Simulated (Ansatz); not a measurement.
```xyz
5

F    -1.4643   -0.0535    0.9028
Si   -0.6309   -0.0681   -0.4711
S     1.1602    1.0440   -0.4140
H    -0.2483   -1.4727   -0.7638
H    -1.4739    0.5404   -1.5313
```

Computed with UKS PBE0/6-31G* in Ansatz.

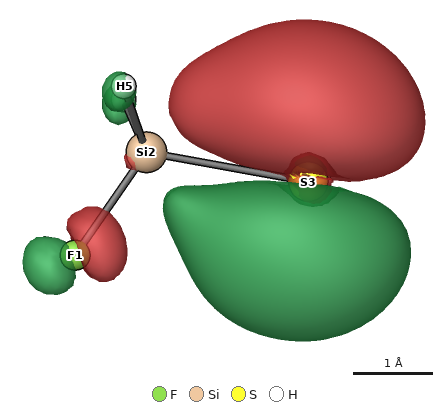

FH2SSi (doublet). One frontier orbital at ±0.08 Å⁻³ᐟ² (green and red are the two phases), seen from one side.

Question: Which orbital is it: HOMO (β) or LUMO (β)?

Answer: The HOMO (β), at −7.79 eV. It lies mainly on S3 (about 85 %); largely a lone pair of S3.
